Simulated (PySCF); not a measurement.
**Geometry relaxation of InPH6 (charge +1) (part 3 of 4)**

InPH6, charge +1, multiplicity 2; HF/3-21G, UHF (PySCF 2.14.0). The atoms were displaced at random from an optimised geometry. The geometry is that of the parent species in another charge or spin state.

Geometry of the input (Å):
```
P  -0.6098  0.0222  -1.0329
In 0.8350  -0.1136  1.3515
H  -2.0072  -0.0899  -0.9825
H  -0.3269  -0.8093  -2.0561
H  -0.5154  1.2297  -1.8068
H  0.0125  1.2584  2.1085
H  2.3844  0.1515  0.6152
H  0.3399  -1.6935  1.7401
```

## Log, continued
```
--------------- SecondOrderUHF_Scanner gradients ---------------
         x                y                z
0 P     0.0000286280    -0.0000583433    -0.0000264552
1 In    -0.0000097004     0.0000231793     0.0000121546
2 H    -0.0000009807     0.0000048481     0.0000068913
3 H    -0.0000183043     0.0000139593    -0.0000098895
4 H     0.0000050363     0.0000080017     0.0000109615
5 H     0.0000095187    -0.0000151897     0.0000153913
6 H     0.0000003330     0.0000088485    -0.0000098891
7 H    -0.0000145305     0.0000146961     0.0000008352
----------------------------------------------
cycle 19: E = -6056.85696068  dE = -3.80955e-07  norm(grad) = 8.81699e-05
Step   18 : Displace = 1.849e-03/3.772e-03 (rms/max) Trust = 3.000e-01 (=) Grad = 3.117e-05/7.017e-05 (rms/max) E (change) = -6056.8569606844 (-3.810e-07) Quality = 1.376
Hessian Eigenvalues: 2.65338e-03 6.01953e-03 2.25559e-02 ... 2.00235e-01 2.20618e-01 2.93458e-01

Geometry optimization cycle 20
Cartesian coordinates (Angstrom)
 Atom        New coordinates             dX        dY        dZ
   P  -0.603828  -0.027645  -1.182598    0.000146  0.000423  0.000799
  In   1.098845  -0.607562   0.979628    0.000245 -0.000709 -0.000250
   H  -1.980677  -0.112788  -0.921977    0.000394  0.000024  0.001675
   H  -0.453695  -0.867693  -2.298690    0.000224  0.000471  0.000940
   H  -0.470423   1.251416  -1.745774    0.000057  0.000541  0.001137
   H  -0.210066   1.746346   2.516806   -0.002042  0.001360 -0.004135
   H   2.518054   0.328430   0.667125    0.000435 -0.000761  0.000586
   H   0.214134  -1.754967   1.922281    0.000541 -0.001349 -0.000752
converged SCF energy = -6056.85696095166  <S^2> = 0.75005265  2S+1 = 2.0000526
--------------- SecondOrderUHF_Scanner gradients ---------------
         x                y                z
0 P    -0.0000072349    -0.0000665598    -0.0000866423
1 In    -0.0000255815     0.0000250085    -0.0000121887
2 H     0.0000200067    -0.0000027877     0.0000328164
3 H     0.0000000026     0.0000339166     0.0000415447
4 H     0.0000201204     0.0000052045     0.0000190225
5 H     0.0000079822    -0.0000125931     0.0000132776
6 H    -0.0000066408     0.0000016119    -0.0000055385
7 H    -0.0000086548     0.0000161992    -0.0000022918
----------------------------------------------
cycle 20: E = -6056.85696095  dE = -2.67289e-07  norm(grad) = 0.000139253
Step   19 : Displace = 2.056e-03/4.583e-03 (rms/max) Trust = 3.000e-01 (=) Grad = 4.923e-05/1.095e-04 (rms/max) E (change) = -6056.8569609517 (-2.673e-07) Quality = 1.518
Hessian Eigenvalues: 2.63432e-03 5.70698e-03 1.85597e-02 ... 2.00439e-01 2.21396e-01 3.14323e-01

Geometry optimization cycle 21
Cartesian coordinates (Angstrom)
 Atom        New coordinates             dX        dY        dZ
   P  -0.603657  -0.026828  -1.181036    0.000171  0.000817  0.001561
  In   1.099557  -0.608910   0.979757    0.000712 -0.001348  0.000129
   H  -1.980296  -0.112569  -0.919709    0.000381  0.000219  0.002268
   H  -0.453439  -0.866779  -2.297100    0.000256  0.000913  0.001590
   H  -0.470614   1.252346  -1.743957   -0.000191  0.000930  0.001817
   H  -0.213435   1.748637   2.509204   -0.003369  0.002291 -0.007603
   H   2.518947   0.327220   0.668375    0.000893 -0.001210  0.001250
   H   0.215281  -1.757580   1.921268    0.001147 -0.002612 -0.001013
converged SCF energy = -6056.85696129638  <S^2> = 0.75005198  2S+1 = 2.000052
--------------- SecondOrderUHF_Scanner gradients ---------------
         x                y                z
0 P    -0.0000365954    -0.0000495722    -0.0001179174
1 In    -0.0000442406     0.0000110762    -0.0000247168
2 H     0.0000336928    -0.0000099073     0.0000478283
3 H     0.0000178640     0.0000401896     0.0000768905
4 H     0.0000257159    -0.0000001600     0.0000191459
5 H     0.0000056728    -0.0000085823     0.0000084975
6 H    -0.0000014079     0.0000010051    -0.0000028614
7 H    -0.0000007016     0.0000159509    -0.0000068665
----------------------------------------------
cycle 21: E = -6056.8569613  dE = -3.44718e-07  norm(grad) = 0.000182424
Step   20 : Displace = 3.621e-03/8.209e-03 (rms/max) Trust = 3.000e-01 (=) Grad = 6.450e-05/1.330e-04 (rms/max) E (change) = -6056.8569612964 (-3.447e-07) Quality = 1.448
Hessian Eigenvalues: 2.58664e-03 5.18557e-03 1.33391e-02 ... 2.00449e-01 2.21094e-01 3.05345e-01

Geometry optimization cycle 22
Cartesian coordinates (Angstrom)
 Atom        New coordinates             dX        dY        dZ
   P  -0.603467  -0.026032  -1.179279    0.000190  0.000796  0.001758
  In   1.100661  -0.610512   0.980311    0.001103 -0.001602  0.000554
   H  -1.980051  -0.112186  -0.917708    0.000245  0.000383  0.002001
   H  -0.453498  -0.865635  -2.295715   -0.000059  0.001144  0.001385
   H  -0.470941   1.253298  -1.741955   -0.000327  0.000952  0.002002
   H  -0.217114   1.751219   2.500726   -0.003680  0.002582 -0.008478
   H   2.520010   0.325971   0.669931    0.001063 -0.001249  0.001555
   H   0.216745  -1.760584   1.920491    0.001465 -0.003004 -0.000777
converged SCF energy = -6056.85696157759  <S^2> = 0.75005116  2S+1 = 2.0000512
--------------- SecondOrderUHF_Scanner gradients ---------------
         x                y                z
0 P    -0.0000338345    -0.0000131862    -0.0000869703
1 In    -0.0000302548     0.0000044171    -0.0000244273
2 H     0.0000270449    -0.0000111158     0.0000385946
3 H     0.0000210510     0.0000242795     0.0000641039
4 H     0.0000145663    -0.0000042020     0.0000089344
5 H     0.0000031100    -0.0000041918     0.0000028956
6 H    -0.0000030710    -0.0000040664     0.0000023630
7 H     0.0000013881     0.0000080656    -0.0000054939
----------------------------------------------
cycle 22: E = -6056.85696158  dE = -2.8121e-07  norm(grad) = 0.000135553
Step   21 : Displace = 4.001e-03/9.115e-03 (rms/max) Trust = 3.000e-01 (=) Grad = 4.793e-05/9.425e-05 (rms/max) E (change) = -6056.8569615776 (-2.812e-07) Quality = 1.361
Hessian Eigenvalues: 2.52686e-03 5.09259e-03 1.21899e-02 ... 2.00254e-01 2.20057e-01 2.81134e-01

Geometry optimization cycle 23
Cartesian coordinates (Angstrom)
 Atom        New coordinates             dX        dY        dZ
   P  -0.603351  -0.025766  -1.178319    0.000116  0.000267  0.000959
  In   1.101504  -0.611493   0.980857    0.000844 -0.000981  0.000546
   H  -1.980032  -0.111827  -0.916976    0.000019  0.000359  0.000732
   H  -0.453854  -0.864901  -2.295321   -0.000356  0.000734  0.000394
   H  -0.471035   1.253718  -1.740751   -0.000094  0.000421  0.001204
   H  -0.219315   1.752707   2.496207   -0.002201  0.001489 -0.004519
   H   2.520692   0.325322   0.670711    0.000682 -0.000648  0.000780
   H   0.217735  -1.762224   1.920395    0.000990 -0.001640 -0.000096
converged SCF energy = -6056.85696169945  <S^2> = 0.75005071  2S+1 = 2.0000507
--------------- SecondOrderUHF_Scanner gradients ---------------
         x                y                z
0 P    -0.0000087529     0.0000115995    -0.0000267231
1 In    -0.0000119573    -0.0000010452    -0.0000102367
2 H     0.0000092191    -0.0000065636     0.0000156631
3 H     0.0000100738     0.0000031258     0.0000227976
4 H    -0.0000013893    -0.0000043868    -0.0000023635
5 H     0.0000012672    -0.0000013853     0.0000001248
6 H     0.0000017312    -0.0000028147     0.0000037337
7 H    -0.0000001918     0.0000014702    -0.0000029959
----------------------------------------------
cycle 23: E = -6056.8569617  dE = -1.21856e-07  norm(grad) = 4.73801e-05
Step   22 : Displace = 2.189e-03/4.959e-03 (rms/max) Trust = 3.000e-01 (=) Grad = 1.675e-05/3.042e-05 (rms/max) E (change) = -6056.8569616994 (-1.219e-07) Quality = 1.273
Hessian Eigenvalues: 2.48161e-03 5.35810e-03 1.25700e-02 ... 2.00185e-01 2.19891e-01 2.75907e-01

Geometry optimization cycle 24
Cartesian coordinates (Angstrom)
 Atom        New coordinates             dX        dY        dZ
   P  -0.603322  -0.025873  -1.178149    0.000029 -0.000107  0.000170
  In   1.101814  -0.611763   0.981051    0.000310 -0.000270  0.000194
   H  -1.980095  -0.111626  -0.917055   -0.000063  0.000202 -0.000079
   H  -0.454140  -0.864684  -2.295513   -0.000285  0.000217 -0.000192
   H  -0.470854   1.253718  -1.740349    0.000181 -0.000000  0.000402
   H  -0.219997   1.753044   2.495505   -0.000682  0.000336 -0.000701
   H   2.520841   0.325200   0.670645    0.000149 -0.000123 -0.000065
   H   0.218096  -1.762480   1.920666    0.000361 -0.000256  0.000271
converged SCF energy = -6056.8569617296  <S^2> = 0.75005055  2S+1 = 2.0000505
--------------- SecondOrderUHF_Scanner gradients ---------------
         x                y                z
0 P     0.0000064173     0.0000141449     0.0000049719
1 In     0.0000016117     0.0000006033    -0.0000024646
2 H    -0.0000008635    -0.0000025025     0.0000022762
3 H     0.0000011437    -0.0000054176    -0.0000017473
4 H    -0.0000074563    -0.0000026751    -0.0000058341
5 H     0.0000004041    -0.0000004109     0.0000000881
6 H     0.0000011952    -0.0000026156     0.0000036492
7 H    -0.0000024521    -0.0000011264    -0.0000009394
----------------------------------------------
cycle 24: E = -6056.85696173  dE = -3.01534e-08  norm(grad) = 2.11612e-05
```

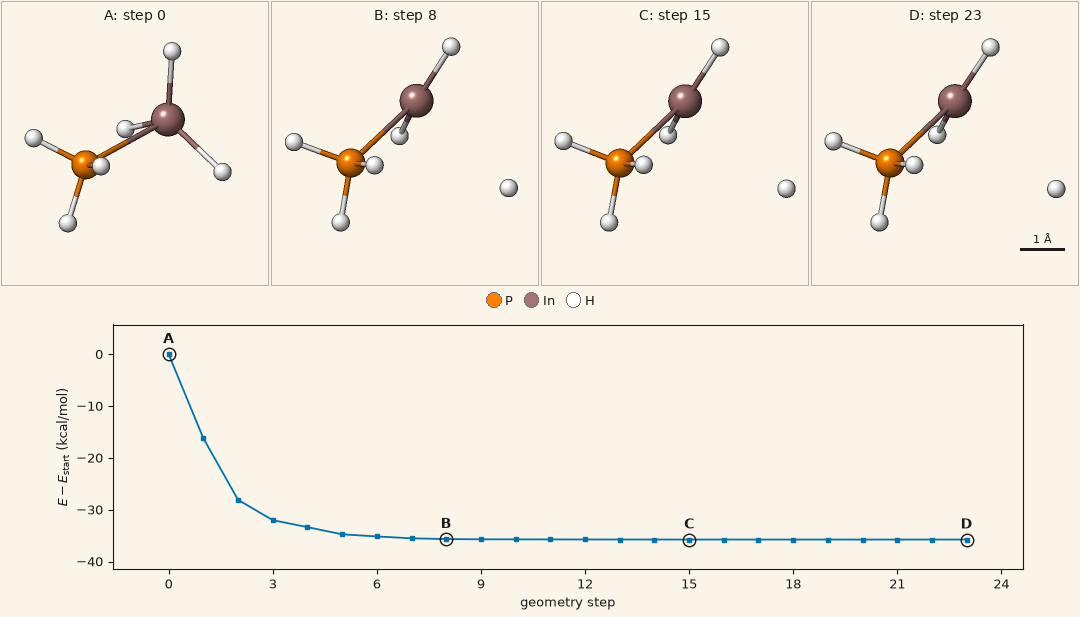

Fig. 1: Frames of the relaxation (ball-and-stick view, seen at a tilt) above the curves, on which the letters mark them (steps are counted from 0).

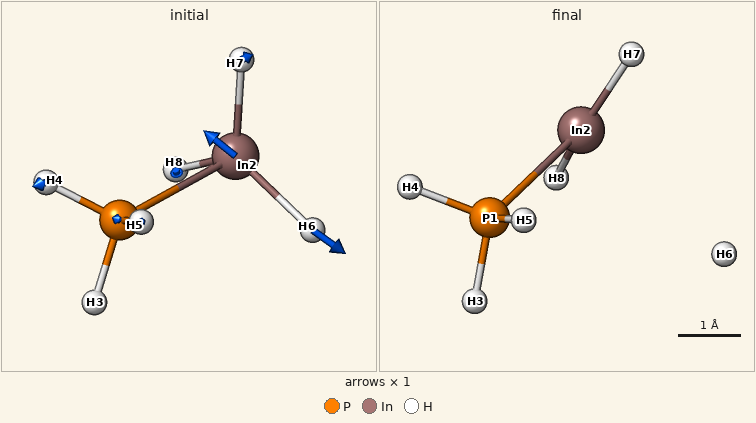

Fig. 2: Before (left) and after (right) the relaxation, at one scale (ball-and-stick view, seen at a tilt). The blue arrows give the displacements, at true length. The atom that moves furthest after the best rigid fit is In2 (0.68 Å). By element the largest moves are In 0.68 Å, H 0.67 Å, P 0.15 Å. Among the contacts that change: In2–H6 1.770 → 3.104 Å, P1–H4 1.349 → 1.405 Å, P1–H5 1.437 → 1.404 Å, In2–H8 1.701 → 1.729 Å. Bonds break: In2–H6 (1.77 → 3.10 Å). Among the angles that change: H7–In2–H8 119.9° → 151.4°, P1–In2–H7 95.3° → 104.3°, H4–P1–H5 95.5° → 102.5°. After 23 geometry steps the energy has fallen by 35.8 kcal/mol. Largest force component: 2.7 eV/Å at the start, 0.00073 eV/Å at the end. (Atoms are counted from 1 in the order of the input.)

```
Step   23 : Displace = 5.025e-04/9.662e-04 (rms/max) Trust = 3.000e-01 (=) Grad = 7.482e-06/1.631e-05 (rms/max) E (change) = -6056.8569617296 (-3.015e-08) Quality = 1.292
Hessian Eigenvalues: 2.48161e-03 5.35810e-03 1.25700e-02 ... 2.00185e-01 2.19891e-01 2.75907e-01
Converged! =D

converged: True
P          -0.60332159       -0.02587265       -1.17814888
In          1.10181449       -0.61176282        0.98105144
H          -1.98009521       -0.11162587       -0.91705503
H          -0.45413964       -0.86468375       -2.29551311
H          -0.47085418        1.25371824       -1.74034878
H          -0.21999674        1.75304398        2.49550523
H           2.52084070        0.32519956        0.67064544
H           0.21809616       -1.76247969        1.92066569

WARN: HOMO -0.211573254008947 >= LUMO -0.211573254008947

converged SCF energy = -6056.85696172959  <S^2> = 0.7500505  2S+1 = 2.0000505
E(HF) = -6056.856961730
Mode                                 0                   1                   2
Irrep
Freq [cm^-1]                       20.7039             83.9972            148.9417
Reduced mass [au]                   1.0093              1.0506              1.0108
Force const [Dyne/A]                0.0003              0.0044              0.0132
Char temp [K]                      29.7883            120.8533            214.2940
Normal mode                   x     y     z       x     y     z       x     y     z
       0   P                -0.00 -0.00  0.00   -0.01  0.02  0.02    0.00  0.00 -0.00
       1  In                -0.00 -0.00  0.00    0.01 -0.01  0.00    0.00  0.00 -0.00
       2   H                 0.00 -0.47 -0.14   -0.00  0.03  0.04   -0.00  0.01 -0.01
       3   H                 0.35  0.32 -0.19   -0.03  0.04  0.01    0.01  0.01 -0.00
       4   H                -0.33  0.18  0.32   -0.00  0.03  0.04    0.01  0.00  0.00
       5   H                 0.27  0.24 -0.14   -0.58  0.19 -0.75   -0.41 -0.38  0.23
       6   H                 0.07 -0.16 -0.12    0.01 -0.00  0.00    0.21 -0.42 -0.31
       7   H                -0.08  0.15  0.12    0.01 -0.00  0.00   -0.21  0.42  0.31
Mode                                 3                   4                   5
Irrep
Freq [cm^-1]                      192.9306            198.8472            291.9019
Reduced mass [au]                   9.3029              1.0177              1.0143
Force const [Dyne/A]                0.2040              0.0237              0.0509
Char temp [K]                     277.5842            286.0968            419.9818
Normal mode                   x     y     z       x     y     z       x     y     z
       0   P                -0.09  0.03 -0.11    0.00  0.00  0.00   -0.01 -0.01  0.00
       1  In                 0.03 -0.01  0.03   -0.00  0.01  0.00   -0.00 -0.00  0.00
       2   H                -0.09  0.04 -0.12   -0.00 -0.00 -0.01   -0.08  0.22 -0.34
       3   H                -0.11  0.04 -0.13    0.01 -0.01  0.01    0.13  0.12 -0.07
       4   H                -0.10  0.03 -0.12   -0.00 -0.00 -0.01    0.37  0.04  0.19
       5   H                 0.00 -0.01 -0.01    0.40 -0.75 -0.51    0.01  0.00 -0.00
       6   H                -0.01  0.02 -0.03    0.02 -0.03 -0.02   -0.24  0.21 -0.45
       7   H                -0.03 -0.00 -0.02    0.02 -0.03 -0.02    0.43 -0.04  0.35
Mode                                 6                   7                   8
Irrep
Freq [cm^-1]                      373.2337            464.0933            539.3245
Reduced mass [au]                   1.0812              1.1212              1.0419
Force const [Dyne/A]                0.0887              0.1423              0.1786
Char temp [K]                     537.0002            667.7269            775.9679
Normal mode                   x     y     z       x     y     z       x     y     z
       0   P                -0.02  0.04  0.02   -0.04 -0.03  0.02   -0.01  0.01  0.01
       1  In                 0.00 -0.00 -0.00    0.01  0.01 -0.00    0.01 -0.01 -0.01
       2   H                -0.08 -0.18 -0.40   -0.13  0.24 -0.41   -0.02 -0.05 -0.09
       3   H                 0.49 -0.33  0.35    0.16  0.15 -0.09    0.11 -0.07  0.09
       4   H                -0.06 -0.15 -0.41    0.42  0.02  0.25   -0.01 -0.04 -0.10
       5   H                -0.03  0.03  0.01   -0.00 -0.00  0.00    0.03 -0.05 -0.02
       6   H                 0.06 -0.12 -0.10    0.18 -0.14  0.35   -0.26  0.51  0.36
       7   H                 0.06 -0.13 -0.10   -0.31  0.02 -0.28   -0.27  0.50  0.36
Mode                                 9                  10                  11
Irrep
Freq [cm^-1]                      600.5537            998.2739           1203.7167
Reduced mass [au]                   1.0260              1.0968              1.0278
Force const [Dyne/A]                0.2180              0.6440              0.8774
Char temp [K]                     864.0631           1436.2939           1731.8803
Normal mode                   x     y     z       x     y     z       x     y     z
       0   P                -0.01  0.00 -0.01    0.03 -0.01  0.04   -0.02 -0.02  0.01
       1  In                -0.00  0.00 -0.01   -0.00  0.00 -0.00   -0.00 -0.00  0.00
       2   H                -0.00 -0.01  0.02   -0.12  0.14 -0.52    0.06  0.26  0.39
       3   H                 0.03 -0.02  0.01   -0.39  0.27 -0.27    0.49  0.45 -0.27
       4   H                 0.01  0.01  0.01   -0.39 -0.11 -0.37    0.04 -0.20 -0.44
       5   H                 0.00  0.00  0.00   -0.00  0.00  0.00   -0.00 -0.00  0.00
       6   H                 0.31 -0.25  0.57    0.02 -0.02  0.04   -0.01  0.01 -0.01
       7   H                 0.53 -0.05  0.45    0.04  0.00  0.03    0.01 -0.00  0.01
Mode                                12                  13                  14
Irrep
Freq [cm^-1]                     1204.5175           1953.3231           1970.9760
Reduced mass [au]                   1.0288              1.0088              1.0241
Force const [Dyne/A]                0.8794              2.2679              2.3441
Char temp [K]                    1733.0325           2810.3971           2835.7956
Normal mode                   x     y     z       x     y     z       x     y     z
       0   P                -0.01  0.02  0.01    0.00 -0.00  0.00   -0.00 -0.00  0.00
       1  In                -0.00  0.00  0.00    0.00 -0.00  0.00   -0.01 -0.01  0.00
       2   H                 0.04 -0.65  0.01    0.00 -0.00  0.01   -0.00  0.00  0.00
       3   H                -0.27  0.18 -0.17    0.00 -0.00  0.00    0.00  0.00 -0.00
       4   H                 0.56 -0.17 -0.26    0.00  0.00  0.00   -0.00 -0.00  0.00
       5   H                 0.00 -0.00  0.00    0.00 -0.00 -0.00    0.00  0.00 -0.00
       6   H                 0.00 -0.01 -0.00   -0.57 -0.39  0.14    0.58  0.38 -0.12
       7   H                 0.00 -0.01 -0.00    0.37  0.47 -0.38    0.35  0.46 -0.38
Mode                                15                  16                  17
Irrep
Freq [cm^-1]                     2504.3430           2518.4353           2523.2931
Reduced mass [au]                   1.0241              1.0423              1.0443
Force const [Dyne/A]                3.7842              3.8949              3.9176
Char temp [K]                    3603.1920           3623.4676           3630.4570
Normal mode                   x     y     z       x     y     z       x     y     z
       0   P                 0.01  0.00  0.02    0.02 -0.03 -0.01    0.02  0.02 -0.01
       1  In                -0.00  0.00 -0.00    0.00 -0.00 -0.00    0.00  0.00 -0.00
       2   H                -0.42 -0.03  0.11   -0.54 -0.05  0.11   -0.67 -0.03  0.13
       3   H                 0.10 -0.47 -0.60   -0.06  0.36  0.49    0.01  0.01 -0.01
       4   H                 0.06  0.40 -0.15    0.07  0.48 -0.22   -0.06 -0.64  0.27
```
